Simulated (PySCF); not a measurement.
C$_{5}$H$_{14}$AlN: excited-state calculation

System: C$_{5}$H$_{14}$AlN.
Method: TDDFT PBE0/def2-SVPD, vertical, gas phase, core orbitals frozen in the response (PySCF 2.14.0).

The geometry comes from this level: GFN2-xTB.

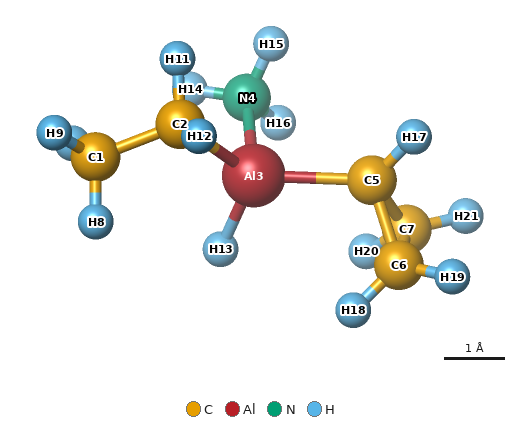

Fig. 1: The structure as given in the input (ball-and-stick view, seen at a tilt; atoms are numbered from 1 in the order of the input). Sticks mark near contacts. Bond lengths as drawn: Al–C 1.99 to 2.01 Å, Al–H 1.57 Å, Al–N 2.08 Å, C–C 1.49 to 1.54 Å, C–H 1.08 to 1.10 Å and H–N 1.02 Å.

### Key numbers

```tsv
quantity	value
outcome	converged
total energy	−495.469896 hartree
HOMO	−6.42 eV
LUMO	−0.38 eV
dipole moment	4.66 D
mean polarisability	97.31 a.u.
lowest singlet excitation	5.08 eV
hardware	1 CPU thread, shared host
wall time	82 s
peak memory	1.1 GiB
```

### The input
```
{"job": {"kind": "uv", "xc": "PBE0", "basis": "def2-SVPD", "nstates": 6, "ntriplets": 2}, "charge": 0, "multiplicity": 1}
C     -2.916073    -0.829593    -0.472110
C     -1.826121    -0.936129     0.607677
Al    -0.155425    -0.007266    -0.017483
N     -0.430931     1.928633     0.705533
C      1.671455    -0.326874     0.711990
C      2.543602    -0.993477    -0.330639
C      2.695928     0.463255    -0.077737
H     -2.555065    -1.244338    -1.412643
H     -3.826242    -1.362517    -0.191137
H     -3.178438     0.212624    -0.657652
H     -2.240790    -0.552882     1.553025
H     -1.651614    -2.004656     0.801246
H     -0.101228     0.420987    -1.524746
H     -1.304844     2.337071     0.387450
H     -0.405484     1.964657     1.720904
H      0.334798     2.492749     0.347340
H      1.998664    -0.546729     1.728996
H      2.076455    -1.284268    -1.265413
H      3.335402    -1.660511    -0.018351
H      2.331676     1.131539    -0.852517
H      3.595357     0.814670     0.410497
```

The first line tells a small driver script what to run in PySCF; the rest is the geometry in Å.

Run as:
```bash
OMP_NUM_THREADS=1 python <driver script> task.json out
```

### The program's output
```
coarse grid: 16800 points
cycle   1  E = -495.3154495387  dE =  4.071e-01  |g| = 5.544e-01  |ddm| = 6.781e+00
cycle   2  E = -495.2851052389  dE =  3.034e-02  |g| = 6.650e-01  |ddm| = 1.959e+00
cycle   3  E = -495.4049599132  dE = -1.199e-01  |g| = 4.030e-02  |ddm| = 1.169e+00
cycle   4  E = -495.4053333242  dE = -3.734e-04  |g| = 1.510e-02  |ddm| = 1.308e-01
cycle   5  E = -495.4053796397  dE = -4.632e-05  |g| = 7.106e-03  |ddm| = 3.407e-02
cycle   6  E = -495.4053925403  dE = -1.290e-05  |g| = 7.756e-04  |ddm| = 1.309e-02
cycle   7  E = -495.4053926869  dE = -1.467e-07  |g| = 2.726e-04  |ddm| = 2.597e-03
final grid: 154136 points
cycle   8  E = -495.4698732677  dE = -4.462e-05  |g| = 9.450e-03  |ddm| = 1.991e-01
cycle   9  E = -495.4698618211  dE =  1.145e-05  |g| = 1.173e-02  |ddm| = 3.155e-02
cycle  10  E = -495.4698960189  dE = -3.420e-05  |g| = 3.005e-04  |ddm| = 1.493e-02
cycle  11  E = -495.4698960343  dE = -1.549e-08  |g| = 1.777e-04  |ddm| = 1.041e-03
cycle  12  E = -495.4698960417  dE = -7.322e-09  |g| = 4.285e-05  |ddm| = 3.433e-04
cycle  13  E = -495.4698960421  dE = -4.858e-10  |g| = 8.464e-06  |ddm| = 1.392e-04
```

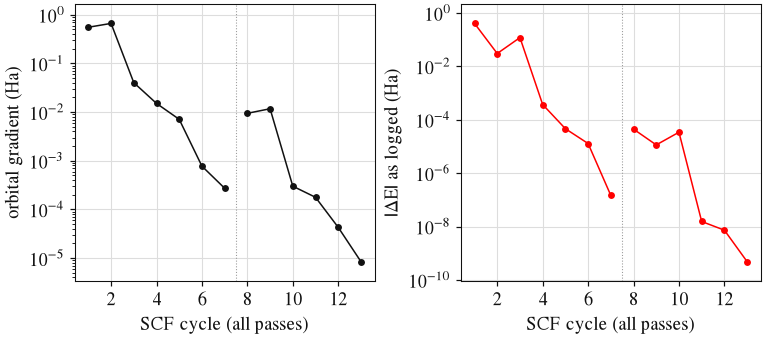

Fig. 2: Convergence of the self-consistent field: orbital gradient and size of the energy change against the SCF cycle. The dotted line marks the change from a coarse to the final integration grid. The first 7 cycles use a coarse grid, the final grid takes over at cycle 8, and the field converges after 13 cycles in all.

```
converged SCF energy = -495.4698960421

Static polarisability (au): isotropic 97.306, principal 86.791 92.354 112.772

Singlet excitations
state   eV       nm        f      main configurations
  1   5.0850    243.8   0.00256   H->L 0.99
  2   5.7374    216.1   0.00292   H-1->L 0.97
  3   6.1136    202.8   0.02349   H->L+1 0.94
  4   6.4709    191.6   0.01638   H->L+2 0.60, H-2->L 0.33
  5   6.5001    190.7   0.01977   H-2->L 0.65, H->L+2 0.31
  6   6.7497    183.7   0.01617   H->L+3 0.76, H-3->L 0.17

Triplet excitations (Tamm-Dancoff, eV): 5.0389 5.6432
```

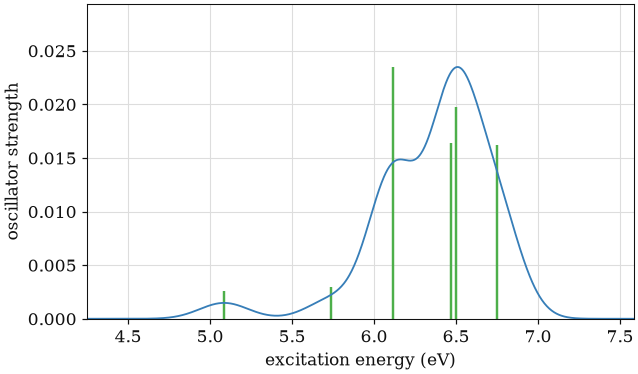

Fig. 3: Computed excitations as sticks (degenerate states added up, dark ones marked on the axis), with a Gaussian envelope of 0.35 eV full width at half maximum, scaled to the tallest. Of the 6 states the lowest lies at 5.08 eV (f = 0.003); the strongest line is at 6.11 eV, or 203 nm (f = 0.023).

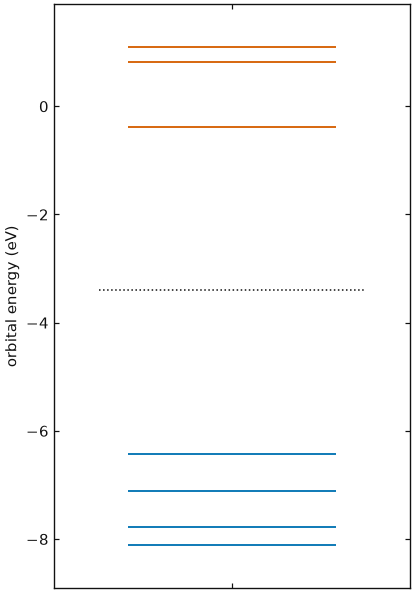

Fig. 4: Orbital energies near the frontier; the dotted line parts filled from empty levels, and levels within 0.02 eV of each other stand side by side. Highest filled −6.42 eV, lowest empty −0.38 eV, 6.04 eV apart.
